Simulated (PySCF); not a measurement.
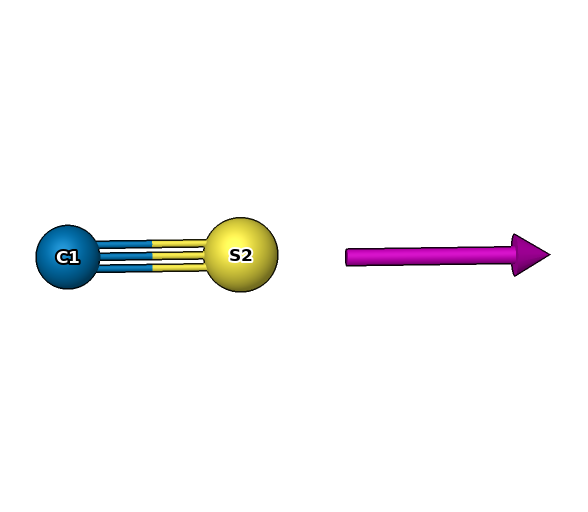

The arrow beside the molecule shows the direction of the dipole moment, from the negative to the positive end (its length means nothing). The geometry was computed by an optimisation with GFN2-xTB. No frequency run is at hand to confirm it as a minimum. Properties computed with PBE0/def2-SVPD, gas phase (PySCF 2.14.0).

### How large is the dipole moment?

1.98 D; it points from the side of C1 to the side of S2 (the outermost atoms at the two ends).
